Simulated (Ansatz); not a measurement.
# CH3NOSi: ladder of methods at one geometry from a Python script

A script is to give a ladder of methods at one geometry; the system is CH3NOSi. SMILES: N#CO[SiH3].

Program: Ansatz 0.2.0, driven from Python. The levels of theory stand in the script. These are calculated values, not measurements.

## Step 1: The system

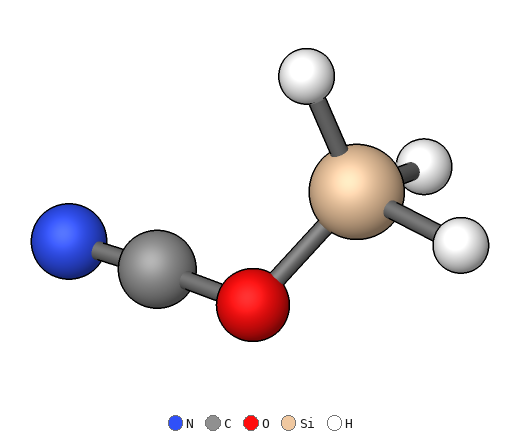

The structure that the script starts from, seen from a chosen angle (nitrogen blue, carbon grey, oxygen red, silicon light orange, hydrogen white).

No structure file is read: the coordinates are typed or built in the script.

## Step 2: The script

Contents of methods_ch3nosi.py:

```python
from pathlib import Path

import ansatz as az
from ase import Atoms
import numpy as np

atoms = Atoms(['N', 'C', 'O', 'Si', 'H', 'H', 'H'], positions=[
    (1.987, -1.0443, 1.498),
    (1.0229, -1.0249, 0.7688),
    (-0.0467, -1.0633, -0.0624),
    (-0.5338, 0.4345, -0.4618),
    (-1.7624, 0.2483, -1.3898),
    (-1.066, 1.1615, 0.7533),
    (0.4601, 1.2203, -1.1518),
])
system = az.Crystal.molecule_from_ase(atoms)

job = system.calculation().basis(gaussian='cc-pVDZ')

print('functional    E (Ha)        dipole (D)   HOMO (eV)  LUMO (eV)')
for name in ['cam_b3lyp', 'b3lyp', 'lda', 'pbe0', 'lc_wpbe']:
    data = job.functional(name).forces().orbitals().run(threads=1, backend='cpu', runs_dir='runs').report
    lines = Path(data['orbitals_path']).read_text().splitlines()
    field_of = lambda key: [line.split('=')[1].strip() for line in lines if line.startswith(key)]
    orbitals = [(27.211386 * float(e), s, float(n)) for e, s, n in zip(field_of('Ene='), field_of('Spin='), field_of('Occup='))]
    homo = max(e for e, _, n in orbitals if n > 0.5)
    lumo = min(e for e, _, n in orbitals if n < 0.5)
    dipole = 4.803205 * np.linalg.norm(data['charge_distribution']['dipole_moment_e_ang'])
    print(f'{name:10s} {data["free_energy_ev"] / 27.211386246:14.6f} {dipole:9.3f} {homo:11.3f} {lumo:10.3f}')
```

## Step 3: Launch

On the command line:

```console
$ python methods_ch3nosi.py
```

Log:

```text
functional    E (Ha)        dipole (D)   HOMO (eV)  LUMO (eV)
cam_b3lyp     -459.279159     3.073     -10.353      0.503
b3lyp         -459.367976     3.041      -8.688     -0.817
lda           -456.828885     3.096      -7.675     -1.810
pbe0          -459.032921     3.112      -8.993     -0.621
lc_wpbe       -459.135908     3.108     -11.804      1.733
```

Wall time 9.7 s (1 thread of Arm Neoverse V2, shared host); peak memory 0.21 GiB.

## Step 4: Run by run

The 5 runs, in the order started:

```csv
run,functional,energy (eV),SCF cycles,CPU time (s)
1,cam_b3lyp,-12497.6226,18,2.4
2,b3lyp,-12500.0394,18,2
3,lda,-12430.9472,17,0.94
4,pbe0,-12490.9221,17,2
5,lc_wpbe,-12493.7245,16,1.9
```

Totals under unlike functionals or potentials can't be compared directly.

The fields below are those of run 1.

## Step 5: Pictures from the orbitals

Orbitals, density, ELF and potential are computed afterwards from the orbital file.

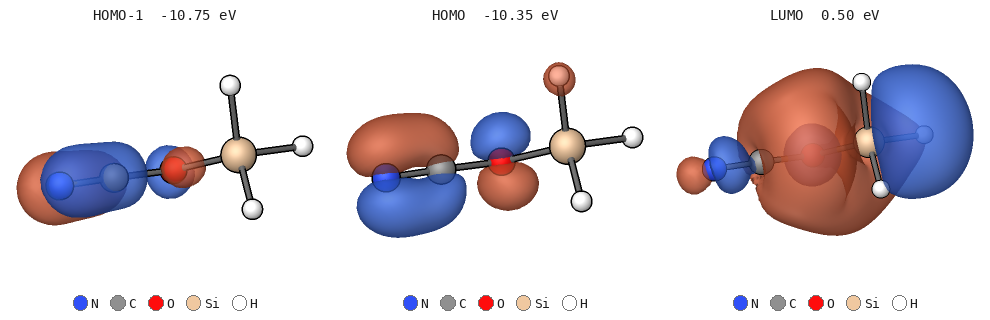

CAM-B3LYP/cc-pVDZ orbitals near the gap, drawn at the value that encloses 70 % of each; the two colours are the two signs.

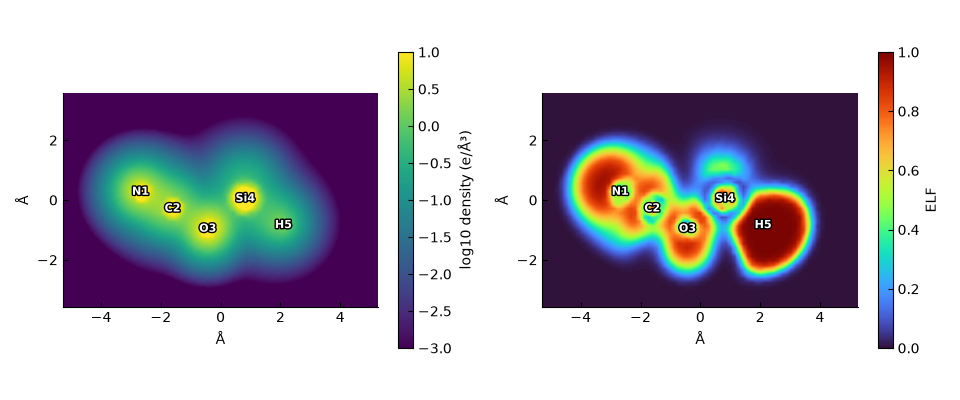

Density (left) and ELF (right) in a plane through or near 5 of the atoms.

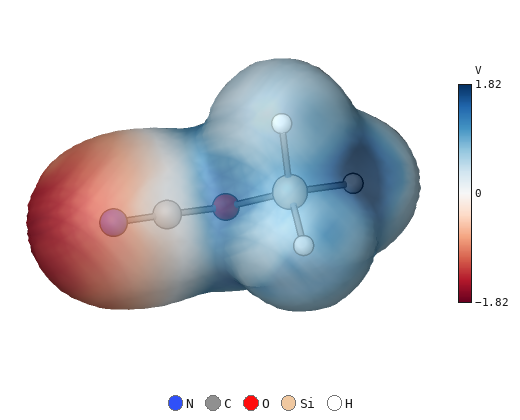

Electrostatic potential on the surface of density 0.002 e/bohr³; red is low, blue high. It runs from -1.47 V near N1 to 1.82 V near H7.

## Step 6: Summary of results

| quantity | value |
| --- | --- |
| runs compared | 5 |
| HOMO-LUMO gap of the mean field (CAM-B3LYP/cc-pVDZ) | 10.86 eV |

**Reading.** All 5 runs converged (16 to 18 cycles). Reading the output:
- The geometry is a force-field or estimated start, not a minimum of this method, and the basis set is short of its limit. A lower total doesn't mark the better method: functionals have no common bound, and MP2 and coupled cluster aren't variational.
- b3lyp holds the VWN-RPA fit, as in Gaussian; the form of ORCA and Turbomole is b3lyp5.
- Levels such as HOMO and LUMO are orbital energies: with these approximate functionals they aren't the ionisation energy and electron affinity, and their gap isn't the fundamental gap.
- For Al to Cl the sets with a tight d function, cc-pV(X+d)Z, are usual.
